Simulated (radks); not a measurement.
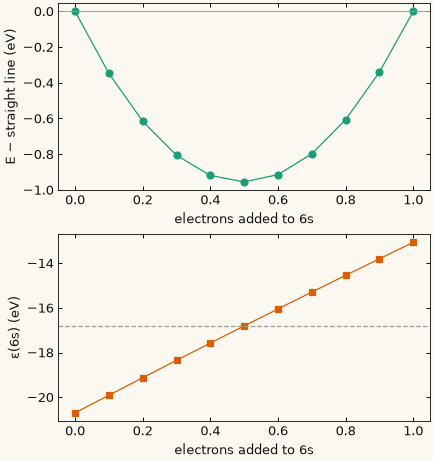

Theory: Dirac Kohn-Sham, PBE, spin-unpolarised, spherical densities, point nucleus (computed with the in-house radial solver radks). The occupation of the 6s shell is varied from Os²⁺ ([Xe] 4f14 5d6 (5d3/2: 4, 5d5/2: 2)) to Os⁺ ([Xe] 4f14 5d6 6s1 (5d3/2: 4, 5d5/2: 2)), with spherical fractional occupations. The plot shows the total energy less the straight line between the end points, and the eigenvalue of 6s (the dashed line is minus the energy to take the whole electron out).

Q: Is the energy convex or concave in the occupation, and by how much?

A: The curve is convex (below the straight line), with the largest deviation among the points computed, −0.95 eV, at 0.5. The end points differ by 16.8 eV, the energy to take the electron out. The eigenvalue, which is the slope of the energy (Janak's theorem), moves from −20.7 eV at 0 to −13.1 eV at 1; for a straight line it would stay constant, and a parabola would sag by an eighth of this change, scaled to a whole electron, 0.95 eV. Convexity is the delocalisation error: fractional charges are too low in energy.
